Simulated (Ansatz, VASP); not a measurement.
## NaCl: VASP beside Ansatz

Aim: how closely do two programs agree when they are given the same cell, functional and k mesh? The cell is taken from a series of VASP runs on this material, whose earlier steps may have relaxed, scaled or displaced it; both programs get it as it stands. Valence electrons are named where the data sets of a main pair hold unlike numbers.

Calculated with Ansatz 0.2.0; plane waves, with VASP 6.6.1 beside it; single point at PBEsol and band structure at PBEsol.

**1. Set-up**

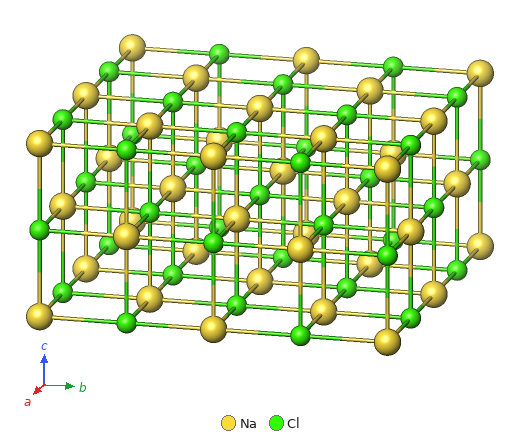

The starting structure, seen slightly off an axis (sodium yellow, chlorine green). 2×2×1 cells are drawn. This picture shows the conventional cell, with its axes. Some periodic images of atoms are drawn too.

**2. Ansatz: single point, PBEsol**

Ansatz runs on its default PAW (the set named soft_2) files.

With cell and atoms fixed, the geometry can't cause a difference; cores, projectors, grids and the points listed under the comparison can.

input.yaml

```yaml
crystal:
  lattice:
    - [0.0, 2.7974399408, 2.7974399408]
    - [2.7974399408, 0.0, 2.7974399408]
    - [2.7974399408, 2.7974399408, 0.0]
  atoms:
    - { symbol: Na, position: [0.0, 0.0, 0.0] }
    - { symbol: Cl, position: [0.5, 0.5, 0.5] }
hamiltonian:
  xc: pbesol
  pseudopotentials: { kind: paw }
kpoints:
  mp_grid: { grid: [7, 7, 7] }
scf:
  occupations: { method: gaussian, width: 0.05 }
  n_extra_bands: 4
output:
  forces: true
  stress: true
  eigenvalues: true
```

Launch:

```
$ ansatz run input.yaml --threads 2 --pin off --max-ram 4608MiB --backend cpu --events-out ev --progress --plain --runs-dir out
```

Numbers of over 12 decimals in the logs are rounded to 6 here.

Log:

```text
scf.n_extra_bands = 4 over 8 filled bands (N_el = 16.0): the run solves 12 bands
Engine: ansatz 0.2.0, x86_64-unknown-linux-gnu
Pseudopotentials: kind: paw
Pseudopotential: Na, paw, valence charge 9, recommended cutoff 420 eV (normal), Na.paw.azcp
Pseudopotential: Cl, paw, valence charge 7, recommended cutoff 420 eV (normal), Cl.paw.azcp
Functional definition: PBEsol
  exchange = pbesol_x
  correlation = pbesol_c
Crystal: 2 atoms, lattice volume = 43.784 Å³
Basis set: ecut = 420 eV, 869 PW (Γ), exchange–correlation on 54×54×54 points (8 copies of the dense FFT grid, shifted against one another)
Bands: 12, of which v1, the nominal top of the filled ones, is band 8 counted from 1 (7 counted from 0)
Symmetry: 48 space group operations
Space group: Fm-3m (ITA 225), of the structure as read, at distance tolerance 3.5e-5 Å
k-points: 20 of 343
Non-local potential: Na, projectors of the file, l = 0: 3, l = 1: 2, l = 2: 1
Non-local potential: Cl, projectors of the file, l = 0: 2, l = 1: 2, l = 2: 2
PAW form: soft (Blöchl's): semilocal exchange-correlation on the pseudo side does not see the compensation charge
PAW frozen core: Na, regenerated for the run's functional, and the local potential with it (the file was generated under x = pbe(κ = 0.804, μ = 0.219515), c = pbe(β = 0.066725))
PAW frozen core: Cl, regenerated for the run's functional, and the local potential with it (the file was generated under x = pbe(κ = 0.804, μ = 0.219515), c = pbe(β = 0.066725))
PAW one-centre angular grid: Na, 110 points (default); XC on 64 Gauss nodes
PAW one-centre angular grid: Cl, 110 points (default); XC on 64 Gauss nodes
Initial density: superposition of atomic densities (neutral atoms: chi_scale 0, normalization atom), corrected by the library's trained network
Initial wavefunctions: pseudopotential atomic-orbital guess
Functional: x = pbesol(κ = 0.804, μ = 0.123457), c = pbesol(β = 0.046)
SCF iter   1: F=—  HF=-2540.289476 eV  |F-HF|=—  |Δ(HF+E_count)|=         —  Δρ=2.87e-3  dr2=3.92e-3  ethr=1.77e-3  ⟨swp⟩=5.7  Hψ=1408  notcnv=0
preconditioner: auto → none  [insulator: Δε(μ)=4.970 eV  Ē_g=20.766 eV  σ=0.050 eV  W_gap=1.00  n_scr=14 (ndim 8)  ℏωp=21.0 eV  f_vac=0.027  D(μ)=0.00/eV (n_scr^D=0)  ε∞_Penn≈2.0]
SCF iter   2: F=—  HF=-2540.286781 eV  |F-HF|=—  |Δ(HF+E_count)|=   2.69e-3  Δρ=1.25e-3  dr2=8.61e-4  ethr=2.45e-5  ⟨swp⟩=2.8  Hψ=542  notcnv=0
SCF iter   3: F=—  HF=-2540.286721 eV  |F-HF|=—  |Δ(HF+E_count)|=   6.00e-5  Δρ=7.92e-4  dr2=3.79e-4  ethr=5.38e-6  ⟨swp⟩=2.1  Hψ=328  notcnv=0
SCF iter   4: F=—  HF=-2540.286587 eV  |F-HF|=—  |Δ(HF+E_count)|=   1.34e-4  Δρ=1.52e-4  dr2=7.83e-6  ethr=2.37e-6  ⟨swp⟩=2.0  Hψ=307  notcnv=0
SCF iter   5: F=—  HF=-2540.286608 eV  |F-HF|=—  |Δ(HF+E_count)|=   2.05e-5  Δρ=6.15e-5  dr2=2.95e-6  ethr=4.89e-8  ⟨swp⟩=2.0  Hψ=380  notcnv=0
SCF iter   6: F=—  HF=-2540.286607 eV  |F-HF|=—  |Δ(HF+E_count)|=   6.09e-7  Δρ=2.73e-5  dr2=5.71e-7  ethr=1.84e-8  ⟨swp⟩=2.0  Hψ=305  notcnv=0
SCF iter   7: F=-2540.286607 eV  HF=-2540.286607 eV  |F-HF|=2.50e-8  |Δ(HF+E_count)|=   1.44e-7  Δρ=7.07e-6  dr2=3.83e-8  ethr=6.25e-10  ⟨swp⟩=2.9  Hψ=807  notcnv=0
SCF 1 converged in 7 iterations: F = -2540.286607 eV  dr2 = 3.83e-8
  greatest PAW one-centre occupation: 0.999 electrons in one spin orbital (limit 2), on the Na atom at site 0 (counted from 0), in its partial waves of l = 0
SCF converged after 7 iterations
Free energy (F): -2540.286607 eV
Harris-Foulkes:  -2540.286607 eV  (|F-HF|=2.50e-8)
Internal energy: -2540.286607 eV  (E = F + TS)
E sigma→0 (E₀):  -2540.286607 eV
Fermi energy:    3.745996 eV
--- Per-component energies (eV) ---
  E_band       = -230.964170
  E_kinetic    = 282.665223
  E_local      = -1517.503303  (includes V_loc(G=0)·N_el)
  E_nonlocal   = 144.830219
  E_hartree    = 533.634851
  E_xc         = -145.020043
  E_vxc        = -171.883812  (∫ρ·V_xc dr)
  E_paw        = -895.323466  (= ΣΔE_a)
  E_vpaw       = -36.344383  (= ΣTr[D̂ρ^β])
  E_aug_tail   = 0.000081  (compensation charges beyond the density's cutoff)
  E_ewald      = -943.703296
  E_core_change = 0.133126  (= ΣΔE_core)
  E_smearing   = -0.000000  (= −TS)
  E_closure    = -0.000000  (closes the sum)
  Σ components = -2540.286607   (vs F -2540.286607, Δ=0.00e0)
--- Forces (eV/Å), atoms counted from 1 ---
  atom   1  Na    -0.00000000    -0.00000000     0.00000000
  atom   2  Cl     0.00000000    -0.00000000     0.00000000
  max |Σ_I F_I| component: 3.30e-30 eV/Å
--- Stress (GPa, compression-positive) ---
        0.100595      -0.000000       0.000000
       -0.000000       0.100595      -0.000000
        0.000000       0.000000       0.100595
  P = ⅓ Tr σ = 0.1006 GPa (1.006 kbar)
--- Band table (eV; the first three rows and the last of 20) ---
  k-point 0: bands = [... 4 lower, -11.4637, 1.2333, 1.2333, 1.2333, 6.2582, 12.1503, 12.1503, 12.1503]
  k-point 1: bands = [... 4 lower, -11.3979, 0.7360, 1.1772, 1.1772, 6.9059, 11.5057, 12.3915, 12.3915]
  k-point 2: bands = [... 4 lower, -11.2443, -0.1449, 1.0562, 1.0562, 7.9665, 11.1117, 12.3916, 12.3916]
  k-point 19: bands = [... 4 lower, -11.0324, -0.1134, -0.0428, 0.5773, 9.9257, 10.4115, 11.1552, 12.9064]
```

Run time: 0.29 s. Hardware: 2 threads of Intel Xeon 6975P-C (Granite Rapids), shared host; peak memory 0.34 GiB.

The run ends at a pressure of 0.10 GPa.

**3. VASP: single point, PBEsol**

The same cell, functional, mesh and smearing now go to VASP, with its own data sets.

Lines of VASP's logs that name or quote its potential files are left out, and so is its time.

INCAR

```
SYSTEM = NaCl
PREC = Accurate
ENCUT = 400
EDIFF = 1E-06
NELM = 100
ISMEAR = 0
SIGMA = 0.05
LREAL = .FALSE.
ALGO = Normal
GGA = PS
NBANDS = 13
LORBIT = 11
LWAVE = .FALSE.
LCHARG = .TRUE.
ISIF = 2
LELF = .TRUE.
LVHAR = .TRUE.
```

POSCAR

```
NaCl
1.0
    0.0000000000      2.7974399408      2.7974399408
    2.7974399408      0.0000000000      2.7974399408
    2.7974399408      2.7974399408      0.0000000000
Na Cl
1 1
Direct
    0.0000000000      0.0000000000      0.0000000000
    0.5000000000      0.5000000000      0.5000000000
```

KPOINTS

```
Automatic mesh
0
Gamma
7 7 7
0 0 0
```

Potentials, in the order of the species: Na_pv and Cl (PBE family, release 64).

Launch:

```
$ mpirun -np 2 vasp_std
```

Log:

```text
[banner, memory and clock lines left out]
running    2 mpi-ranks, on    1 nodes
 distrk:  each k-point on    2 cores,    1 groups
 distr:  one band on    1 cores,    2 groups

 POSCAR found type information on POSCAR NaCl
 POSCAR found :  2 types and       2 ions
|                                                                             |
|               ----> ADVICE to this user running VASP <----                  |
|                                                                             |
|     You enforced a specific xc type in the INCAR file but a different       |
|     [... a line on the potential file left out ...]
|     I HOPE YOU KNOW WHAT YOU ARE DOING!                                     |
|                                                                             |

 LDA part: xc-table for (Slater+PW92), standard interpolation
|                                                                             |
|           W    W    AA    RRRRR   N    N  II  N    N   GGGG   !!!           |
|           W    W   A  A   R    R  NN   N  II  NN   N  G    G  !!!           |
|           W    W  A    A  R    R  N N  N  II  N N  N  G       !!!           |
|           W WW W  AAAAAA  RRRRR   N  N N  II  N  N N  G  GGG   !            |
|           WW  WW  A    A  R   R   N   NN  II  N   NN  G    G                |
|           W    W  A    A  R    R  N    N  II  N    N   GGGG   !!!           |
|                                                                             |
|     The number of bands has been changed from the values supplied in        |
|     The orbitals not found in the WAVECAR file will be initialized with     |
|     random numbers, which is usually adequate. For correlated               |
|     calculations, however, you should redo the groundstate calculation.     |
|     I found NBANDS = 13. Now, NBANDS = 14.                                  |
|                                                                             |

 POSCAR, INCAR and KPOINTS ok, starting setup
 FFT: planning ... GRIDC
 FFT: planning ... GRID_SOFT
 FFT: planning ... GRID
 WAVECAR not read
 entering main loop
       N       E                     dE             d eps       ncg     rms          rms(c)
DAV:   1     0.901004847994E+02    0.90100E+02   -0.61441E+03   560   0.843E+02
DAV:   2    -0.447391741418E+00   -0.90548E+02   -0.84261E+02   634   0.250E+02
DAV:   3    -0.705612692673E+01   -0.66087E+01   -0.65749E+01   722   0.638E+01
DAV:   4    -0.715621628652E+01   -0.10009E+00   -0.10006E+00   668   0.866E+00
DAV:   5    -0.715852854137E+01   -0.23123E-02   -0.23122E-02   718   0.130E+00    0.189E+00
DAV:   6    -0.700503922913E+01    0.15349E+00   -0.24666E-01   718   0.348E+00    0.135E+00
DAV:   7    -0.699462574177E+01    0.10413E-01   -0.61579E-02   760   0.163E+00    0.925E-01
DAV:   8    -0.699805100798E+01   -0.34253E-02   -0.75887E-03   620   0.791E-01    0.287E-01
DAV:   9    -0.699793310405E+01    0.11790E-03   -0.20906E-04   698   0.109E-01    0.166E-01
DAV:  10    -0.699796910239E+01   -0.35998E-04   -0.24540E-04   656   0.994E-02    0.501E-02
DAV:  11    -0.699796128146E+01    0.78209E-05   -0.15502E-05   734   0.302E-02    0.156E-02
DAV:  12    -0.699796079484E+01    0.48663E-06   -0.25865E-06   632   0.104E-02
   1 F= -.69979608E+01 E0= -.69979608E+01  d E =-.717269E-17
```

OUTCAR, selected parts (step 3):

```text
ion  position               nearest neighbor table
   1  0.000  0.000  0.000-
   2  0.500  0.500  0.500-

  LATTYP: Found a face centered cubic cell.
 ALAT       =     5.5948798816

 Subroutine GETGRP returns: Found 48 space group operations
 (whereof 48 operations were pure point group operations)

The static configuration has the point symmetry O_h .

 Found     20 irreducible k-points:

   k-points           NKPTS =     20   k-points in BZ     NKDIM =     20   number of bands    NBANDS=     14

   dimension x,y,z NGX =    28 NGY =   28 NGZ =   28
   dimension x,y,z NGXF=    56 NGYF=   56 NGZF=   56

   ENCUT  =  400.0 eV  29.40 Ry    5.42 a.u.   6.45  6.45  6.45*2*pi/ulx,y,z

   NELECT =      14.0000    total number of electrons

 k-points in reciprocal lattice and weights: Automatic mesh
   0.00000000  0.00000000  0.00000000       0.003
   0.14285714  0.00000000  0.00000000       0.023
   0.28571429  0.00000000  0.00000000       0.023
   0.42857143  0.00000000  0.00000000       0.023
   0.14285714  0.14285714  0.00000000       0.017
   0.28571429  0.14285714  0.00000000       0.070
   0.42857143  0.14285714  0.00000000       0.070
  -0.42857143  0.14285714  0.00000000       0.070
  -0.28571429  0.14285714  0.00000000       0.070
[...]
-0.42857143  0.42857143  0.14285714       0.070
  -0.28571429  0.42857143  0.14285714       0.070

 average (electrostatic) potential at core
       1 -46.9279       2 -93.5693

 E-fermi :  -0.3640

 k-point     1 :       0.0000    0.0000    0.0000
  band No.  band energies     occupation
    ...
      3     -21.2491      2.00000
      4     -13.3450      2.00000
      5      -0.6432      2.00000
      6      -0.6432      2.00000
      7      -0.6432      2.00000
      8       4.3762      0.00000
      9      10.3762      0.00000
     10      10.3762      0.00000
     11      10.3762      0.00000
     12      12.6299      0.00000
    ...

 k-point     2 :       0.1429    0.0000    0.0000
  band No.  band energies     occupation
    ...
      3     -21.2493      2.00000
      4     -13.2784      2.00000
      5      -1.1418      2.00000
      6      -0.6993      2.00000
      7      -0.6993      2.00000
      8       5.0252      0.00000
      9       9.6983      0.00000
     10      10.6211      0.00000
     11      10.6211      0.00000
     12      12.3280      0.00000
    ...

 k-point     3 :       0.2857    0.0000    0.0000
  band No.  band energies     occupation
    ...
      3     -21.2504      2.00000
      4     -13.1232      2.00000
      5      -2.0250      2.00000
      6      -0.8205      2.00000
      7      -0.8205      2.00000
      8       6.0918      0.00000
      9       9.2718      0.00000
     10      10.6202      0.00000
     11      10.6202      0.00000
     12      12.8756      0.00000
    ...

  Total       -0.0125226     -0.0125226     -0.0125226      0.0000000     -0.0000000      0.0000000
  in kB       -0.4582405     -0.4582405     -0.4582405      0.0000000     -0.0000000      0.0000000
  external PRESSURE =      -0.4582405 kB  Pullay stress =       0.0000000 kB

  energy-cutoff  :      400.00
  volume of cell :       43.78
      direct lattice vectors                 reciprocal lattice vectors
     0.000000000  2.797439941  2.797439941    -0.178734847  0.178734847  0.178734847
     2.797439941  0.000000000  2.797439941     0.178734847 -0.178734847  0.178734847
     2.797439941  2.797439941  0.000000000     0.178734847  0.178734847 -0.178734847

 POSITION                                       TOTAL-FORCE (eV/Angst)
 -----------------------------------------------------------------------------------
      0.00000      0.00000      0.00000        -0.000000      0.000000      0.000000
      2.79744      2.79744      2.79744         0.000000     -0.000000     -0.000000
 -----------------------------------------------------------------------------------
    total drift:                                0.000000      0.000000      0.000000

  FREE ENERGIE OF THE ION-ELECTRON SYSTEM (eV)
  ---------------------------------------------------
  free  energy   TOTEN  =        -6.9979607948 eV

  energy  without entropy=       -6.9979607948  energy(sigma->0) =       -6.99796079

 total charge
# of ion       s       p       d       tot
------------------------------------------
    1        0.045   5.983   0.000   6.028
    2        1.578   3.556   0.000   5.134
--------------------------------------------------
tot          1.623   9.539   0.000  11.162

[... 3 further parts left out ...]
```

The gap is read on the k-mesh alone, so it is an upper bound where the band edges lie off the mesh. The PAW data sets were made with PBE, which is usual practice but a small mismatch for other functionals.

**4. Comparison**

Known differences besides the potentials themselves: the data sets hold 16 valence electrons in Ansatz (on its default PAW (the set named soft_2) files) and 14 in VASP; the cutoff is 420 eV in Ansatz and 400 eV in VASP; Ansatz makes its cores anew for this functional, VASP keeps those of its PBE data sets; VASP leaves aspherical gradient terms in its spheres out (LASPH is not set), Ansatz keeps them. Total energies have different zeros and are not compared.

Compared:

```
              quantity  Ansatz   VASP  difference
        pressure (GPa)    0.10  -0.05       +0.15
gap on the k mesh (eV)   5.025  5.019      +0.005
```

A gap on the mesh is an upper bound, since the band edges may lie between its points.

**5. VASP: band structure, PBEsol**

The same path points are solved in both programs, so levels can be compared one by one.

INCAR

```
SYSTEM = NaCl
PREC = Accurate
ENCUT = 400
EDIFF = 1E-06
NELM = 100
ISMEAR = 0
SIGMA = 0.05
LREAL = .FALSE.
ALGO = Normal
GGA = PS
NBANDS = 19
LORBIT = 11
LWAVE = .FALSE.
LCHARG = .FALSE.
KPAR = 2
```

POSCAR is that of step 3.

KPOINTS is that of step 3.

KPOINTS_OPT

```
Line mode
16
Line-mode
Reciprocal
  0.00000000   0.00000000   0.00000000 GAMMA
  0.50000000   0.00000000   0.50000000 X

  0.50000000   0.00000000   0.50000000 X
  0.50000000   0.25000000   0.75000000 W

  0.50000000   0.25000000   0.75000000 W
  0.37500000   0.37500000   0.75000000 K

  0.37500000   0.37500000   0.75000000 K
  0.00000000   0.00000000   0.00000000 GAMMA

  0.00000000   0.00000000   0.00000000 GAMMA
  0.50000000   0.50000000   0.50000000 L

  0.50000000   0.50000000   0.50000000 L
  0.62500000   0.25000000   0.62500000 U

  0.62500000   0.25000000   0.62500000 U
  0.50000000   0.25000000   0.75000000 W

  0.50000000   0.25000000   0.75000000 W
  0.50000000   0.50000000   0.50000000 L

  0.50000000   0.50000000   0.50000000 L
  0.37500000   0.37500000   0.75000000 K

  0.62500000   0.25000000   0.62500000 U
  0.50000000   0.00000000   0.50000000 X
```

Launch:

```
$ mpirun -np 2 vasp_std
```

Log:

```text
[banner, memory and clock lines left out]
running    2 mpi-ranks, on    1 nodes
[...]
[... a notice as in an earlier step ...]

 LDA part: xc-table for (Slater+PW92), standard interpolation
 POSCAR, INCAR and KPOINTS ok, starting setup
[...]
entering main loop
       N       E                     dE             d eps       ncg     rms          rms(c)
DAV:   1     0.100516063872E+03    0.10052E+03   -0.53858E+03   786   0.620E+02
DAV:   2     0.586879651282E+00   -0.99929E+02   -0.90315E+02   871   0.215E+02
DAV:   3    -0.706085388575E+01   -0.76477E+01   -0.75873E+01   900   0.567E+01
DAV:   4    -0.715723500429E+01   -0.96381E-01   -0.96318E-01   934   0.654E+00
[...]
DAV:   9    -0.699795108118E+01    0.22262E-03   -0.31553E-04   853   0.100E-01    0.176E-01
DAV:  10    -0.699796052398E+01   -0.94428E-05   -0.12809E-04   910   0.602E-02    0.189E-02
DAV:  11    -0.699796082008E+01   -0.29610E-06   -0.35878E-06   883   0.131E-02
   1 F= -.69979608E+01 E0= -.69979608E+01  d E =-.199393E-21
 Start KPOINTS_OPT (optional k-point list driver)
k-point batch [1-20\160]
       N       E                     dE             ncg
DAV:   1    -0.115120605335E+04   -0.65594E+04      771
DAV:   2    -0.309088646382E+04   -0.19397E+04      874
DAV:   3    -0.322743118347E+04   -0.13654E+03      915
DAV:   4    -0.322908284564E+04   -0.16517E+01      921
DAV:   5    -0.322910685275E+04   -0.24007E-01      934
DAV:   6    -0.322910745009E+04   -0.59734E-03      939
DAV:   7    -0.322910746872E+04   -0.18625E-04      917
DAV:   8    -0.322910746926E+04   -0.54073E-06      710
[...]
k-point batch [141-160\160]
       N       E                     dE             ncg
DAV:   1    -0.120493233180E+04   -0.10082E+05      776
DAV:   2    -0.313516453034E+04   -0.19302E+04      872
DAV:   3    -0.326919878765E+04   -0.13403E+03     1001
DAV:   4    -0.327090493538E+04   -0.17061E+01      881
DAV:   5    -0.327092880658E+04   -0.23871E-01      906
DAV:   6    -0.327092938963E+04   -0.58305E-03      931
DAV:   7    -0.327092940722E+04   -0.17591E-04      922
DAV:   8    -0.327092940771E+04   -0.48474E-06      698
```

[end of part 1 of 2]

[Lines on the potential files, build, host, timing and source positions are cut from VASP's logs without a mark.]

[Logs are printed without paths, hosts, clocks, repeated set-up lines and the standing remarks that a program may print on its own settings, such as how far it seeks lower states.]

[Hosts, paths, dates, database ids (printed as entryN), source tags and the programs' standing remarks are cut or masked in the printed files.]
